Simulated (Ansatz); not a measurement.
Partial pair distribution functions of a relaxed model of amorphous Ti20O41Mg, broadened by 0.06 Å; density 3.58 g/cm³. All values below come from PBE, scalar-relativistic without spin-orbit coupling (plane waves to 420 eV, PAW; Ansatz, a program for electronic structure).

A CHGNet melt-quench gave the starting glass, which DFT then relaxed. O atoms were pushed apart under 1.9 Å during the dynamics, to hinder bonds among them. The hot cell started wider than the set density and was brought back towards it in steps. It is the lowest in DFT energy of 2 quenches. It is a model cell: composition and starting density were chosen by hand, and all elements were melted together. No dispersion term was used. Its density started from a set value of 3.58 and ended at 3.58 g/cm³. The simulated quench (nominally 240 K/ps over its main leg) is rapid and tends to freeze in more defects than a deposited or slowly cooled glass has. One small periodic cell is one sample of the glass; other quenches scatter about these values. The volume was held where the preparation left it and the shape relaxed, at a PBE pressure of 2.5 GPa. Stress components on the final sampling reach 2.6 GPa. On a 2×2×2 Γ-centred mesh force components of up to 0.13 eV/Å stay, since the relaxation ran on the zone centre alone.

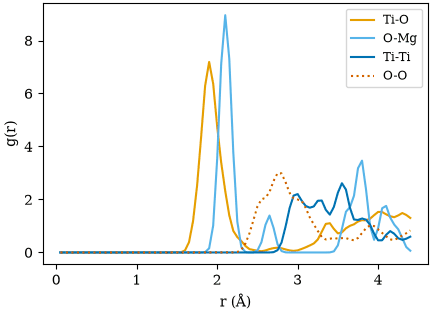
*Partial pair distribution functions*

Highest peaks under 4.5 Å: Ti-O near 1.90 Å, O-Mg near 2.10 Å, Ti-Ti near 3.55 Å, O-O near 2.75 Å; pairs of few atoms are noisy.

Within 2.48 Å each Ti has 5.45 O neighbours on average.
